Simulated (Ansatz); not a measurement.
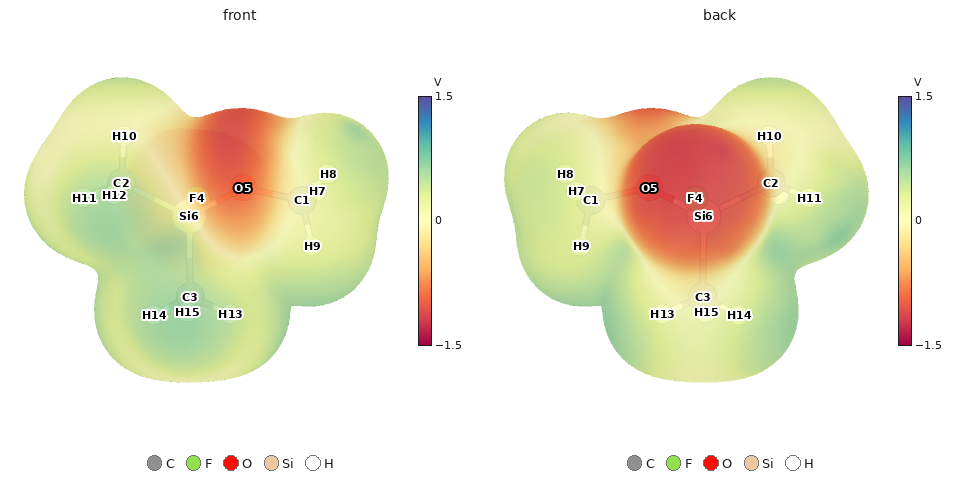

Figure. C₃H₉FOSi (SMILES CO[Si](C)(C)F). The molecular electrostatic potential painted on the density surface at 0.001 e/bohr³, seen from the front and from behind; red is negative and blue positive.

Geometry: B3LYP-D3(BJ)/def2-SVP.

Computed with Ansatz, isolated molecule in a Gaussian basis; Kohn-Sham density functional theory, functional PBE0.

```json
{"atom": "C", "x (Å)": "0.4320", "y (Å)": "-1.6265", "z (Å)": "-2.7012"}
{"atom": "C", "x (Å)": "-1.3897", "y (Å)": "0.1904", "z (Å)": "0.6268"}
{"atom": "C", "x (Å)": "-2.7574", "y (Å)": "-1.8274", "z (Å)": "-1.3385"}
{"atom": "F", "x (Å)": "-1.8456", "y (Å)": "0.7078", "z (Å)": "-2.1351"}
{"atom": "O", "x (Å)": "0.0518", "y (Å)": "-1.0416", "z (Å)": "-1.4765"}
{"atom": "Si", "x (Å)": "-1.4684", "y (Å)": "-0.5005", "z (Å)": "-1.0946"}
{"atom": "H", "x (Å)": "0.2503", "y (Å)": "-0.9467", "z (Å)": "-3.5529"}
{"atom": "H", "x (Å)": "1.5091", "y (Å)": "-1.8530", "z (Å)": "-2.6663"}
{"atom": "H", "x (Å)": "-0.1087", "y (Å)": "-2.5722", "z (Å)": "-2.8938"}
{"atom": "H", "x (Å)": "-0.6104", "y (Å)": "0.9653", "z (Å)": "0.6966"}
{"atom": "H", "x (Å)": "-2.3527", "y (Å)": "0.6415", "z (Å)": "0.9140"}
{"atom": "H", "x (Å)": "-1.1497", "y (Å)": "-0.6014", "z (Å)": "1.3541"}
{"atom": "H", "x (Å)": "-2.7918", "y (Å)": "-2.1643", "z (Å)": "-2.3869"}
{"atom": "H", "x (Å)": "-3.7598", "y (Å)": "-1.4526", "z (Å)": "-1.0763"}
{"atom": "H", "x (Å)": "-2.5446", "y (Å)": "-2.7040", "z (Å)": "-0.7054"}
```

> Describe the electrostatic potential map.

The most negative region (about −1.2 V, or −28 kcal/mol for a unit charge) lies over F4, the most positive (about +0.7 V, or +16 kcal/mol for a unit charge) over the H and Si atoms.
